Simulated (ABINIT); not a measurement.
# Quasiparticle gap of NaCl (Fm-3m) in ABINIT, part 2 of 2

Wanted: ground state, empty states, screening and self-energy for NaCl (Fm-3m).

ABINIT 10.8.3; PBE and many-body steps on it, plane waves. Known limits of the many-body steps: not at the basis limit; coarse k mesh.

So far. Step 2 (Ground state): The gap is direct, at Γ. Step 3 (Bands along the symmetry lines): The gap is 5.150 eV, as in the run before at this level.

The database entry behind the starting cell differs from later determinations by our own check (an axis about 0.4 % short against later determinations), so it need not match the best structure at ambient conditions.

### 4. Empty states on the mesh, 4×4×4 mesh, 30 bands

Level of this step: DFT, PBE, plane waves, norm-conserving pseudopotentials (ABINIT).

The sums over transitions need many empty states on a uniform mesh; this step solves for them.

File run.abi:

```
acell 3*1.0 Angstrom
rprim 
  0.000000000000 2.810000000000 2.810000000000
  2.810000000000 0.000000000000 2.810000000000
  2.810000000000 2.810000000000 0.000000000000
ntypat 2
znucl 11 17
natom 2
typat 1 2
xred 
  0.000000000000 0.000000000000 0.000000000000
  0.500000000000 0.500000000000 0.500000000000
pp_dirpath "pseudos"
pseudos "Na.upf, Cl.upf"
ecut 38
ngkpt 4 4 4
nshiftk 1
shiftk 0 0 0
kptopt 1
chksymbreak 0
iscf -2
irdden 1
istwfk *1
nband 30
nbdbuf 4
tolwfr 1e-09
nstep 60
prtvol 0
indata_prefix "in"
outdata_prefix "out"
tmpdata_prefix "tmp"
```

Launch:

```
$ OMP_NUM_THREADS=1 mpirun -n 4 abinit run.abi > log
```

Numbers of over 12 decimals in the logs are rounded to 6 here.

The program printed:

```text
.Version 10.8.3 of ABINIT. v10.8.2 released Aug 2026.

 Symmetries : space group Fm -3 m (#225); Bravais cF (face-center cubic)
[... echo of the input left out ...]
== DATASET  1 ==================================================================
-   mpi_nproc: 4, omp_nthreads: 1 (-1 if OMP is not activated)

--- !DatasetInfo
iteration_state: {dtset: 1, }
dimensions: {natom: 2, nkpt: 8, mband: 30, nsppol: 1, nspinor: 1, nspden: 1, mpw: 3383, }
cutoff_energies: {ecut:  38.0, pawecutdg:  -1.0, }
electrons: {nelect:   1.60000000E+01, charge:   0.00000000E+00, occopt:   1.00000000E+00, tsmear:   1.00000000E-02, }

 Real(R)+Recip(G) space primitive vectors, cartesian coordinates (Bohr,Bohr^-1):
 R(1)=  0.0000000  5.3101304  5.3101304  G(1)= -0.0941596  0.0941596  0.0941596
 R(2)=  5.3101304  0.0000000  5.3101304  G(2)=  0.0941596 -0.0941596  0.0941596
 R(3)=  5.3101304  5.3101304  0.0000000  G(3)=  0.0941596  0.0941596 -0.0941596
 Unit cell volume ucvol=  2.9946465E+02 bohr^3
 Angles (23,13,12)=  6.00000000E+01  6.00000000E+01  6.00000000E+01 degrees

 getcut: wavevector=  0.0000  0.0000  0.0000  ngfft=  45  45  45
         ecut(hartree)=     38.000   => boxcut(ratio)=   2.11142

--- Pseudopotential description ------------------------------------------------
- Na Generated using ONCVPSP code by D. R. Hamann
- 11.00000   9.00000  171031                  znucl, zion, pspdat
12 -101130 1 -1 1992                          pspcod,pspxc,lmax,lloc,mmax
     nproj     2     2     0
  pspatm : epsatm=    9.36084378
         --- l  ekb(1:nproj) -->
             0    2.667291   -0.676599
             1   -6.743718   -2.407365
 pspatm: atomic psp has been read  and splines computed

- Cl Generated using ONCVPSP code by D. R. Hamann
- 17.00000   7.00000  171031                  znucl, zion, pspdat
12 -101130 2 -1 1028                          pspcod,pspxc,lmax,lloc,mmax
     nproj     2     2     2
  pspatm : epsatm=    9.12776517
         --- l  ekb(1:nproj) -->
             0    8.139296    0.698720
[...]
pspatm: atomic psp has been read  and splines computed

--------------------------------------------------------------------------------

================================================================================
 prteigrs : about to open file out_EIG
 Non-SCF case, kpt    1 (  0.00000  0.00000  0.00000), residuals and eigenvalues=
  5.54E-10  1.25E-10  5.78E-11  6.82E-10  5.44E-10  2.05E-10  2.60E-10  4.55E-10
  2.00E-10  6.90E-11  2.09E-10  7.68E-10  2.56E-10  8.22E-10  5.43E-11  2.29E-10
  3.96E-10  7.70E-10  8.86E-11  5.47E-10  4.74E-10  7.18E-10  1.76E-10  6.00E-10
  7.61E-10  2.10E-10  3.55E-10  3.04E-08  1.79E-07  3.33E-07
 -1.8170E+00 -7.8519E-01 -7.8519E-01 -7.8519E-01 -4.8579E-01 -1.9794E-02
 -1.9794E-02 -1.9794E-02  1.6946E-01  3.8673E-01  3.8673E-01  3.8673E-01
  4.6359E-01  4.6359E-01  5.2942E-01  6.1328E-01  6.1328E-01  6.1328E-01
  8.6349E-01  9.2179E-01  9.2179E-01  9.2179E-01  9.9486E-01  9.9486E-01
  9.9486E-01  1.0605E+00  1.0605E+00  1.2483E+00  1.2483E+00  1.2483E+00
 prteigrs : prtvol=0 or 1, do not print more k-points.

--- !ResultsGS
iteration_state: {dtset: 1, }
comment   : Summary of ground state results
lattice_vectors:
- [  0.0000000,   5.3101304,   5.3101304, ]
- [  5.3101304,   0.0000000,   5.3101304, ]
- [  5.3101304,   5.3101304,   0.0000000, ]
lattice_lengths: [   7.50966,    7.50966,    7.50966, ]
lattice_angles: [ 60.000,  60.000,  60.000, ] # degrees, (23, 13, 12)
lattice_volume:   2.9946465E+02
convergence: {deltae:  0.000E+00, res2:  0.000E+00, residm:  1.000E-09, diffor:  0.000E+00, }
etotal    :  -6.22461254E+01
entropy   :   0.00000000E+00
fermie    :  -1.97941144E-02
cartesian_stress_tensor: null
pressure_GPa: null
xred      :
- [  0.0000E+00,   0.0000E+00,   0.0000E+00, Na]
- [  5.0000E-01,   5.0000E-01,   5.0000E-01, Cl]
cartesian_forces: null
force_length_stats: {min: null, max: null, mean: null, }

 Integrated electronic density in atomic spheres:
 ------------------------------------------------
 Atom  Sphere_radius  Integrated_density
[...]
================================================================================

 ----iterations are completed or convergence reached----

 Mean square residual over all n,k,spin=   39.049E-11; max=  99.997E-11
 reduced coordinates (array xred) for    2 atoms
       0.000000000000      0.000000000000      0.000000000000
       0.500000000000      0.500000000000      0.500000000000

 cartesian coordinates (angstrom) at end:
    1      0.000000     0.000000     0.000000
    2      2.810000     2.810000     2.810000
 length scales=  1.889726125908  1.889726125908  1.889726125908 bohr
              =  1.000000000000  1.000000000000  1.000000000000 angstroms
 prteigrs : about to open file out_EIG
 Eigenvalues (hartree) for nkpt=   8  k points:
 kpt#   1, nband= 30, wtk=  0.01563, kpt=  0.0000  0.0000  0.0000 (reduced coord)
  -1.81703   -0.78519   -0.78519   -0.78519   -0.48579   -0.01979   -0.01979   -0.01979
   0.16946    0.38673    0.38673    0.38673    0.46359    0.46359    0.52942    0.61328
   0.61328    0.61328    0.86349    0.92179    0.92179    0.92179    0.99486    0.99486
   0.99486    1.06047    1.06047    1.24826    1.24826    1.24826
 prteigrs : prtvol=0 or 1, do not print more k-points.

== END DATASET(S) ==============================================================
================================================================================

 -outvars: echo values of variables after computation  --------
            nband          30
             nkpt           8
          spgroup         225
 [... the other variables as echoed above ...]

 Calculation completed.
```

The job ended after 8.5 s (4 MPI ranks of Arm Neoverse N1, shared host; peak memory 0.28 GiB).

This step gave:

```yaml
gap: 5.150 eV
k_of_the_valence_top: 0, 0, 0
k_of_the_conduction_bottom: 0, 0, 0
least_direct_gap: 5.150 eV
k_points_computed: 8
lowest_point_of_the_top_converged_band_above_the_valence_top: 27.90 eV
```

On this mesh the gap is 5.150 eV.

### 5. Screening, 4×4×4 mesh, 26 bands, screening to 87.1 eV

The RPA dielectric matrix is built and inverted for each q.

This step: RPA screening on PBE, plane waves, norm-conserving pseudopotentials.

run.abi, as its differences from that of step 4:

```diff
@@ -20,10 +20,11 @@
 chksymbreak 0
-iscf -2
-irdden 1
 istwfk *1
-nband 30
-nbdbuf 4
-tolwfr 1e-09
-nstep 60
-prtvol 0
+occopt 1
+irdwfk 1
+optdriver 3
+nband 26
+ecuteps 3.2
+inclvkb 2
+awtr 1
+symchi 1
 indata_prefix "in"
```

The program printed:

```text
.Version 10.8.3 of ABINIT. v10.8.2 released Aug 2026.

 Symmetries : space group Fm -3 m (#225); Bravais cF (face-center cubic)
[... echo of the input left out ...]
== DATASET  1 ==================================================================
-   mpi_nproc: 4, omp_nthreads: 1 (-1 if OMP is not activated)

--- !DatasetInfo
iteration_state: {dtset: 1, }
dimensions: {natom: 2, nkpt: 8, mband: 26, nsppol: 1, nspinor: 1, nspden: 1, mpw: 3383, }
cutoff_energies: {ecut:  38.0, pawecutdg:  -1.0, }
electrons: {nelect:   1.60000000E+01, charge:   0.00000000E+00, occopt:   1.00000000E+00, tsmear:   1.00000000E-02, }

 SCREENING: Calculation of the susceptibility and dielectric matrices

 Based on a program developped by R.W. Godby, V. Olevano, G. Onida, and L. Reining.
 Incorporated in ABINIT by V. Olevano, G.-M. Rignanese, and M. Torrent.
.Using double precision arithmetic ; gwpc =  8

[... cell and pseudopotentials left out ...]
--------------------------------------------------------------------------------

 ==== K-mesh for the wavefunctions ====
 Number of points in the irreducible wedge :     8
[... list of points left out ...]
 Together with 48 symmetry operations and time-reversal symmetry
 yields    64 points in the full Brillouin Zone.

 ==== Q-mesh for the screening function ====
 Number of points in the irreducible wedge :     8
[... list of points left out ...]
 Together with 48 symmetry operations and time-reversal symmetry
 yields    64 points in the full Brillouin Zone.

 setmesh: FFT mesh size selected  =    27x   27x   27
          total number of points  =        19683

 vcoul_init : cutoff-mode = AUXILIARY_FUNCTION
 q-points for optical limit:   1
     1)      0.000010    0.000020    0.000030

- screening: taking advantage of time-reversal symmetry
- Maximum band index for partially occupied states nbvw = 8
- Remaining bands to be divided among processors   nbcw = 18
- Number of bands treated by each node ~4

 Number of electrons calculated from density =   16.0000; Expected =   16.0000
 average of density, n =  0.053429
 r_s =    1.6471
 omega_plasma =   22.2968 [eV]

 calculating chi0 at frequencies [eV] :
  1    0.000000E+00    0.000000E+00
  2    0.000000E+00    2.229681E+01

--------------------------------------------------------------------------------
  q-point number  1        q = ( 0.000000, 0.000000, 0.000000) [r.l.u.]
--------------------------------------------------------------------------------
[... chi0 elements left out ...]
 For q-point:  0.000010 0.000020 0.000030
  dielectric constant =   2.3555
  dielectric constant without local fields =   2.7714

  Average fulfillment of the sum rule on Im[epsilon] for q-point    1 :     26.52  [%]
[... wings left out ...]
  q-point number  2        q = ( 0.250000, 0.000000, 0.000000) [r.l.u.]
--------------------------------------------------------------------------------
[... chi0 elements left out ...]
  Average fulfillment of the sum rule on Im[epsilon] for q-point    2 :     42.63  [%]

 [... 6 further q-points ...]
```

Wall time 8 s (4 MPI ranks); peak memory 0.48 GiB.

Numbers from this step:

* ε∞ with local fields, on this mesh, along the program's q direction: 2.356
* the same without local fields: 2.771
* plasma frequency: 22.30 eV
* plane waves in the screening matrix: 65

Local fields lower ε∞ by 15 %. On a Γ-centred mesh this coarse the value itself is usually too large, while a short band sum pulls it down.

### 6. Self-energy, 4×4×4 mesh, 26 bands, screening to 87.1 eV

The self-energy is evaluated for the states that the input lists, and the levels follow from it, in one-shot runs by the linearised quasiparticle equation.

This step: G0W0 on PBE, plane waves, norm-conserving pseudopotentials.

run.abi, as its differences from that of step 5:

```diff
@@ -23,8 +23,15 @@
 irdwfk 1
-optdriver 3
+optdriver 4
 nband 26
+gwcalctyp 0
+ecutsigx 38
+symsigma 1
+nkptgw 1
+kptgw 
+  0.0000000000 0.0000000000 0.0000000000
+bdgw 
+  6 12
 ecuteps 3.2
-inclvkb 2
-awtr 1
-symchi 1
+irdscr 1
+ppmodel 1
 indata_prefix "in"
```

The program printed:

```text
.Version 10.8.3 of ABINIT. v10.8.2 released Aug 2026.

 Symmetries : space group Fm -3 m (#225); Bravais cF (face-center cubic)
[... echo of the input left out ...]
== DATASET  1 ==================================================================
-   mpi_nproc: 4, omp_nthreads: 1 (-1 if OMP is not activated)

--- !DatasetInfo
iteration_state: {dtset: 1, }
dimensions: {natom: 2, nkpt: 8, mband: 26, nsppol: 1, nspinor: 1, nspden: 1, mpw: 3383, }
cutoff_energies: {ecut:  38.0, pawecutdg:  -1.0, }
electrons: {nelect:   1.60000000E+01, charge:   0.00000000E+00, occopt:   1.00000000E+00, tsmear:   1.00000000E-02, }

 SIGMA: Calculation of the GW corrections

 Based on a program developped by R.W. Godby, V. Olevano, G. Onida, and L. Reining.
 Incorporated in ABINIT by V. Olevano, G.-M. Rignanese, and M. Torrent.
.Using double precision arithmetic ; gwpc =  8

[... cell and pseudopotentials left out ...]
--------------------------------------------------------------------------------

 ==== K-mesh for the wavefunctions ====
 Number of points in the irreducible wedge :     8
[... list of points left out ...]
 Together with 48 symmetry operations and time-reversal symmetry
 yields    64 points in the full Brillouin Zone.

 ==== Q-mesh for screening function ====
 Number of points in the irreducible wedge :     8
[... list of points left out ...]
 Together with 48 symmetry operations and time-reversal symmetry
 yields    64 points in the full Brillouin Zone.

 vcoul_init : cutoff-mode = AUXILIARY_FUNCTION
 q-points for optical limit:   1
     1)      0.000010    0.000020    0.000030
 setmesh: FFT mesh size selected  =    45x   45x   45
          total number of points  =        91125

 Number of electrons calculated from density =   16.0000; Expected =   16.0000
 average of density, n =  0.053429
 r_s =    1.6471
 omega_plasma =   22.2968 [eV]

 === KS Band Gaps ===
  >>>> For spin  1
   Minimum direct gap =   5.1497 [eV], located at k-point      :   0.0000  0.0000  0.0000
   Fundamental gap    =   5.1497 [eV], Top of valence bands at :   0.0000  0.0000  0.0000
                                       Bottom of conduction at :   0.0000  0.0000  0.0000
 SIGMA fundamental parameters:
 PLASMON POLE MODEL  1
 number of plane-waves for SigmaX                 3383
 number of plane-waves for SigmaC and W             65
 number of plane-waves for wavefunctions          3383
 number of bands                                    26
 number of independent spin polarizations            1
 number of spinorial components                      1
 number of k-points in IBZ                           8
 number of q-points in IBZ                           8
 number of symmetry operations                      48
 number of k-points in BZ                           64
 number of q-points in BZ                           64
 number of frequencies for dSigma/dE                 9
 frequency step for dSigma/dE [eV]                0.25
 number of omega for Sigma on real axis              0
 max omega for Sigma on real axis  [eV]           0.00
 zcut for avoiding poles [eV]                     0.10

 EPSILON^-1 parameters (SCR file):
 dimension of the eps^-1 matrix on file             65
 dimension of the eps^-1 matrix used                65
 number of plane-waves for wavefunctions          3383
 number of bands                                    26
 number of q-points in IBZ                           8
 number of frequencies                               2
 number of real frequencies                          1
 number of imag frequencies                          1

 matrix elements of self-energy operator (all in [eV])

 Perturbative Calculation

--- !SelfEnergy_ee
iteration_state: {dtset: 1, }
kpoint     : [   0.000,    0.000,    0.000, ]
spin       : 1
KS_gap     :    5.150
QP_gap     :    7.922
Delta_QP_KS:    2.772
data: !SigmaeeData |
     Band     E0 <VxcDFT>   SigX SigC(E0)      Z dSigC/dE  Sig(E)    E-E0       E
        6  -0.539 -14.493 -18.927   2.561   0.819  -0.221 -16.027  -1.533  -2.072
        7  -0.539 -14.493 -18.927   2.561   0.819  -0.221 -16.027  -1.533  -2.072
        8  -0.539 -14.493 -18.927   2.561   0.819  -0.221 -16.027  -1.533  -2.072
        9   4.611  -8.178  -4.163  -2.590   0.869  -0.150  -6.939   1.239   5.850
       10  10.523  -8.376  -3.599  -2.538   0.865  -0.156  -6.439   1.937  12.460
       11  10.523  -8.376  -3.599  -2.538   0.865  -0.156  -6.439   1.937  12.460
       12  10.523  -8.376  -3.599  -2.538   0.865  -0.156  -6.439   1.937  12.460

== END DATASET(S) ==============================================================
================================================================================

 -outvars: echo values of variables after computation  --------
           etotal      0.0000000000E+00
            nband          26
             nkpt           8
          spgroup         225
 [... the other variables as echoed above ...]

 Calculation completed.
```

It took 3.9 s on 4 MPI ranks; peak memory 0.59 GiB; 15 s of CPU time.

Numbers from this step:

- G0W0 gap on the points computed: 7.922 eV
- starting gap on the mesh: 5.150 eV
- k of the valence top: 0, 0, 0
- k of the conduction bottom: 0, 0, 0
- Z at the valence top: 0.819
- Z at the conduction bottom: 0.869
- least direct G0W0 gap on the computed points: 7.922 eV

The gap on the mesh goes from 5.15 eV to 7.92 eV, a correction of +2.77 eV.

Limits: finite bands, cutoff and mesh; coarse k mesh. v1 is the top filled band, c1 the lowest empty one. The levels before and after the correction (eV, zero at the valence-band top of each column):

```tsv
	conduction bottom	valence top
Kohn-Sham	5.15	0.00
G0W0	7.92	0.00
```

```tsv
	level	energy (eV)
Kohn-Sham	Γ v3-v1	0.000
Kohn-Sham	Γ c1	5.150
Kohn-Sham	Γ c2-c4	11.062
G0W0	Γ v3-v1	0.000
G0W0	Γ c1	7.922
G0W0	Γ c2-c4	14.532
```

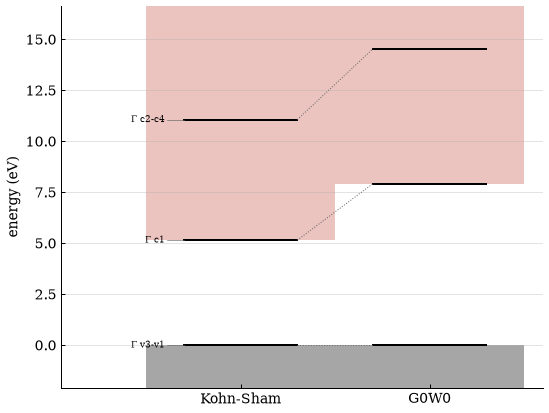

Levels before and after the correction. Shaded: valence and conduction bands.

### 7. Where the time went

Times are wall times on 4 MPI ranks of Arm Neoverse N1, shared host, good to a factor of about two.

```tsv
step	time	share	memory (GiB)
ground state	14 s	26 %	0.36
bands along the symmetry lines	20 s	36 %	0.31
empty states on the mesh	8.5 s	16 %	0.28
screening	8 s	15 %	0.48
self-energy	3.9 s	7 %	0.59
```

### 8. Summary of results

```
PBE gap              : 5.15 eV, direct
G0W0 gap on the mesh : 7.92 eV
GW settings          : 4×4×4 mesh, 26 bands, screening to 87.1 eV, Godby-Needs plasmon pole
known limits         : not at the basis limit; coarse k mesh
```

In words: G0W0 moves the gap on the mesh from 5.15 eV to 7.92 eV (+2.77 eV), with Z of 0.82 and 0.87 at the edges. Local fields lower the RPA ε∞ on this mesh from 2.77 to 2.36; a Γ-centred mesh this coarse tends to raise both, most where the direct gap is narrow, while a short band sum lowers them. Only 1 of the mesh's irreducible points was corrected, so a valley elsewhere could overtake. Bands and cutoff are finite, so the gap is not at the basis limit. The miss can reach some tenths of an eV and take either sign; the mesh is an error of its own. In the G0W0 run levels were corrected at 1 k point alone, so a gap called «on the mesh» is the least over those, and an edge elsewhere would be missed. The 4×4×4 mesh is coarse for this cell, which bears on the long-range parts of exchange and screening.

[Paths, hosts, dates, memory and timing lines, banners, echoed tables and standing remarks are left out of the program output.]

[Logs are printed without paths, hosts, clocks, repeated set-up lines and the standing remarks that a program may print on its own settings, such as how far it seeks lower states.]

[Runs of the session that timed out or met a known fault of the program may be left out.]

[Hosts, paths, dates, database ids (printed as entryN), source tags and the programs' standing remarks are cut or masked in the printed files.]

[G0W0 gaps are taken among the corrected bands and points alone; a level outside them can change the order at an edge.]

[Where Ansatz stands beside ABINIT at settings called matched, ABINIT's density can come from a denser mesh and the files from another edition; pairs whose starting gaps differed by over 0.03 eV were left out, so agreement reads better than it is.]
